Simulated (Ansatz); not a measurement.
# Single-point calculation, with input and output: C2H4InN

C2H4InN, SMILES C#[C][InH][NH2], computed with RKS r2SCAN/STO-3G (Ansatz 0.2.0).

Some settings of this run were made unusual or wrong on purpose. The geometry comes from this level: PBE0-D4/def2-TZVP.

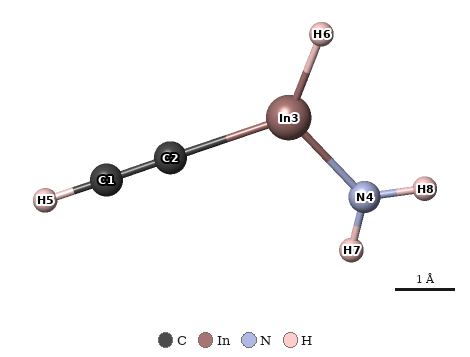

The input geometry (ball-and-stick view, seen at a tilt; atoms are numbered from 1 in the order of the input). Sticks mark near contacts.

**Input file**
```yaml
crystal:
  periodic: [false, false, false]
  atoms:
    - {symbol: C, position_ang: [1.397211, 1.589840, -1.549006]}
    - {symbol: C, position_ang: [0.877247, 1.065098, -0.661641]}
    - {symbol: In, position_ang: [-0.134427, 0.139809, 0.971851]}
    - {symbol: N, position_ang: [-1.048292, -1.526287, 0.432543]}
    - {symbol: H, position_ang: [1.946938, 2.048055, -2.390441]}
    - {symbol: H, position_ang: [-0.290356, 0.685489, 2.521979]}
    - {symbol: H, position_ang: [-1.051681, -1.929769, -0.483982]}
    - {symbol: H, position_ang: [-1.537989, -2.185052, 1.074053]}
basis:
  gaussian: {orbitals: STO-3G, final_grid: {core_spheres: 1, valence_spheres: 1, degree: 3}}
hamiltonian: {xc: {name: r2SCAN}}
```

Command:
```bash
ansatz run in.yaml --threads 2 --pin off --events-out ev --progress --plain --max-ram 4352MiB
```

**Output**
```
Functional definition: r2SCAN
  name "r2SCAN"
  cite "Furness, Kaplan, Ning, Perdew & Sun, J. Phys. Chem. Lett. 11, 8208 (2020) doi:10.1021/acs.jpclett.0c02405"
  cite "Furness, Kaplan, Ning, Perdew & Sun, J. Phys. Chem. Lett. 11, 9248 (2020) doi:10.1021/acs.jpclett.0c03077"
  parent r2scan
  parameter k0 = 0.174
  parameter k1 = 0.065
  parameter a1 = 4.9479
  exchange = r2scan_x(k0 = k0, k1 = k1, a1 = a1)
  correlation = r2scan_c
623 factors; integrals over basis functions are off by at most 4.2e-5 eV
mean field evaluation 1: about -158273.6069 eV, gradient 3.7e1 eV
mean field evaluation 2: about -158255.7709 eV, gradient 7.8e1 eV
mean field evaluation 4: about -158278.4090 eV, gradient 2.3e0 eV
mean field evaluation 8: about -158239.9624 eV, gradient 9.1e1 eV
mean field evaluation 16: about -158314.6868 eV, gradient 2.3e1 eV
mean field evaluation 32: about -158291.9066 eV, gradient 8.5e1 eV
mean field -158319.32985758 eV, -5818.1280595699 hartree, gradient 2.6e-5 eV, S^2 0.000000; 0 other end points of the search recorded, 0 dependent functions left out
reference -158319.32985899 eV, -5818.1280596218 hartree; 36, 36 occupied and 10, 10 virtual orbitals, 623 factors
Total energy: -158319.32985899 eV, -5818.1280596218 hartree
```

**What the run reported**

| quantity | value |
| --- | --- |
| outcome | converged |
| total energy | −158319.3299 eV |
| SCF solution under orbital rotations | stable |
| hardware | 2 threads of Arm Neoverse V1, 23 GiB of memory available, shared host |
| wall time | 1.4 s (CPU time 2.3 s) |
| peak memory | 0.37 GiB |

A setting was made wrong on purpose: grid. The program still converged, but the numbers can't be taken as results for the intended system.
